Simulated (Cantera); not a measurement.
Charge: 1 mol AlF3, 11 mol H2O, 1.2 mol N2, held at 0.638 Torr.

Cantera equilibrium calculation (NASA polynomials, part measured and part estimated; ideal gas, pure solids and liquids). Candidate condensed phases: Al, AlF3, AlN, Al2O3, H2O; 57 gas species. The tables' values for AlOF are old estimates; treat these amounts as uncertain. The numbers say what is thermodynamically allowed, not how fast it happens.

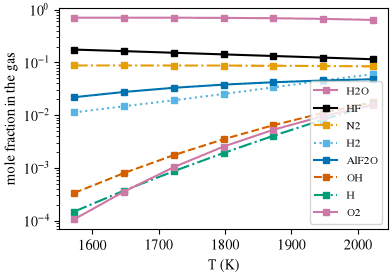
Figure. Equilibrium gas composition (values under 1e-9 drawn at 1e-9)

Read off the mole fractions at 1798 K.

H2O about 0.70, HF about 0.14, N2 about 0.087, AlF2O about 0.038, H2 about 0.025, OH about 0.0035, O2 about 0.0025, H about 0.0019.
